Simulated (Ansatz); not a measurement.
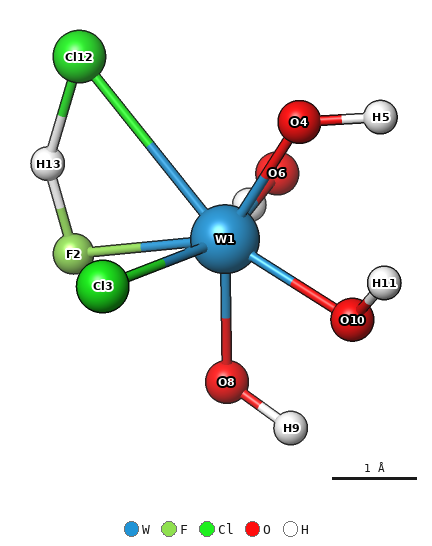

The structure (ball-and-stick view, seen at a tilt; atoms are numbered from 1 in the order of the input). Sticks mark near contacts.

## Run report: WH5Cl2O4F, frequency calculation

The run: frequency calculation of WH5Cl2O4F. Method and program: RKS PBE/def2-SVP (Ansatz 0.2.0).

It belongs to a series of runs on one base structure; here: vibrations at the highest image of the band. Figures and captions count atoms from 1; the log counts them from 0 in places.

What the program printed:
```
Engine: ansatz 0.2.0, aarch64-unknown-linux-gnu
Functional definition: PBE
  parameter kappa = 0.804
  parameter beta = 0.06672455060314922
  exchange = pbe_x(kappa = kappa, mu = beta*pi^2/3)
  correlation = pbe_c(beta = beta)
1707 factors; their error is unknown
mean field evaluation 1: about -37801.8856 eV, gradient 1.2e2 eV
mean field evaluation 2: about -37478.0711 eV, gradient 3.6e2 eV
mean field evaluation 4: about -37821.8697 eV, gradient 5.2e1 eV
mean field evaluation 8: about -37827.2570 eV, gradient 2.7e0 eV
mean field evaluation 16: about -37827.1904 eV, gradient 6.8e-2 eV
mean field -37827.19041984 eV, -1390.1236077384 hartree, gradient 7.0e-5 eV, S^2 0.000000; 0 other end points of the search recorded, 0 dependent functions left out
the calculation of the forces begins
reference -37827.19049499 eV, -1390.1236105004 hartree; 47, 47 occupied and 116, 116 virtual orbitals, 1707 factors
these checks for a lower state are left out or cut short: stability, starts, cluster_reference, orbital_swaps, neighbouring_geometries, increment
1707 factors; their error is unknown
mean field evaluation 32: about -37827.1902 eV, gradient 2.9e-6 eV
mean field -37827.19022836 eV, -1390.1236007019 hartree, gradient 2.9e-6 eV, S^2 0.000000; 0 other end points of the search recorded, 0 dependent functions left out
[... from here on the field's lines of each further geometry are left out, up to the last ...]
the calculation of the forces begins
reference -37827.19051806 eV, -1390.1236113482 hartree; 47, 47 occupied and 116, 116 virtual orbitals, 1707 factors
these checks for a lower state are left out or cut short: stability, starts, cluster_reference, orbital_swaps, neighbouring_geometries, increment
1707 factors; their error is unknown
mean field -37827.19035739 eV, -1390.1236054437 hartree, gradient 2.9e-6 eV, S^2 0.000000; 0 other end points of the search recorded, 0 dependent functions left out
the calculation of the forces begins
reference -37827.19043255 eV, -1390.1236082057 hartree; 47, 47 occupied and 116, 116 virtual orbitals, 1707 factors
WARN: phonons: modes at or below zero, which the zero-point energy, F, S and C_V leave out: 1, the lowest at -165.47 cm⁻¹. A minimum has none, and a first-order saddle one
Total energy: -37827.19049499 eV, -1390.1236105004 hartree
Atom 0 at     0.234902     0.223974     0.106186 Å, force    -0.021674     0.012525     0.014721 eV/Å
Atom 1 at     0.471202    -0.326035     2.207389 Å, force    -0.007959    -0.008684     0.010745 eV/Å
Atom 2 at     2.557752     0.061216     0.129113 Å, force    -0.001265    -0.002836    -0.000774 eV/Å
Atom 3 at     0.138905     1.852579    -0.874572 Å, force    -0.012012    -0.016647     0.004768 eV/Å
Atom 4 at    -0.404054     1.969736    -1.676977 Å, force     0.000863     0.008515     0.003539 eV/Å
Atom 5 at    -1.532352     0.591922     0.723999 Å, force    -0.003395     0.017238    -0.024147 eV/Å
Atom 6 at    -1.898318     0.000147     1.412076 Å, force     0.013792    -0.018835     0.012001 eV/Å
Atom 7 at    -0.115988    -1.641678     0.258723 Å, force     0.018741     0.008050    -0.004931 eV/Å
Atom 8 at    -0.278845    -2.074409    -0.606958 Å, force     0.004986    -0.002473    -0.005595 eV/Å
Atom 9 at     0.047602    -0.450331    -1.726827 Å, force     0.000348    -0.004182    -0.009024 eV/Å
Atom 10 at     0.331415     0.191670    -2.406879 Å, force    -0.002441     0.001513     0.001080 eV/Å
Atom 11 at     0.824921     2.233374     1.965481 Å, force     0.039300    -0.011354    -0.019492 eV/Å
Atom 12 at     0.712859     0.786238     2.465946 Å, force    -0.029283     0.017170     0.017108 eV/Å
Dipole moment:    -0.551978    -0.198581    -0.721962 e Å
Vibrations: -165.47 107.86 109.24 131.02 148.76 181.31 189.01 205.10 261.20 279.99 314.67 347.56 384.15 397.13 426.49 484.10 494.76 556.83 588.70 634.67 658.14 669.18 699.29 709.20 822.45 840.57 935.28 1109.24 1339.29 3642.53 3687.28 3697.26 3721.29 cm⁻¹, zero-point energy 1.783732 eV
```

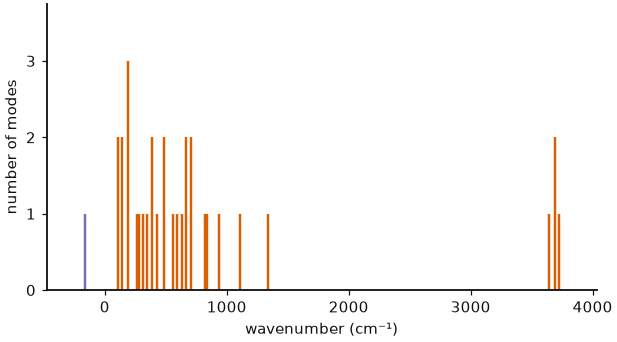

Harmonic vibrational wavenumbers from the force constants; neighbouring modes closer than 18 cm⁻¹ are counted in one stick, and imaginary ones are drawn at negative wavenumbers. 33 modes from 165i to 3721 cm⁻¹, 1 imaginary beyond 8i (165i cm⁻¹): a first-order saddle point, if the geometry is stationary.

This output came from the following input.

Input:
```yaml
crystal:
  periodic: [false, false, false]
  atoms:
    - { symbol: W, position_ang: [0.234902, 0.223974, 0.106186] }
    - { symbol: F, position_ang: [0.471202, -0.326035, 2.207389] }
    - { symbol: Cl, position_ang: [2.557752, 0.061216, 0.129113] }
    - { symbol: O, position_ang: [0.138905, 1.852579, -0.874572] }
    - { symbol: H, position_ang: [-0.404054, 1.969736, -1.676977] }
    - { symbol: O, position_ang: [-1.532352, 0.591922, 0.723999] }
    - { symbol: H, position_ang: [-1.898318, 0.000147, 1.412076] }
    - { symbol: O, position_ang: [-0.115988, -1.641678, 0.258723] }
    - { symbol: H, position_ang: [-0.278845, -2.074409, -0.606958] }
    - { symbol: O, position_ang: [0.047602, -0.450331, -1.726827] }
    - { symbol: H, position_ang: [0.331415, 0.19167, -2.406879] }
    - { symbol: Cl, position_ang: [0.824921, 2.233374, 1.965481] }
    - { symbol: H, position_ang: [0.712859, 0.786238, 2.465946] }
basis:
  gaussian: { orbitals: def2-SVP }
hamiltonian:
  xc: pbe
phonons: {}
```

Run as:
```bash
ansatz run input.yaml --threads 4 --pin off --max-ram 5120MiB --backend cpu --events-out ev --progress --plain --runs-dir out
```

Summary:

```tsv
quantity	value
outcome	converged
total energy	−37827.1905 eV
mean-field energy	−37827.1905 eV
largest force (length of the vector)	0.045 eV/Å
hardware	4 threads of Arm Neoverse V1, 24 GiB of memory available, shared host
wall time	2.6 min (CPU time 10 min)
peak memory	0.26 GiB
```
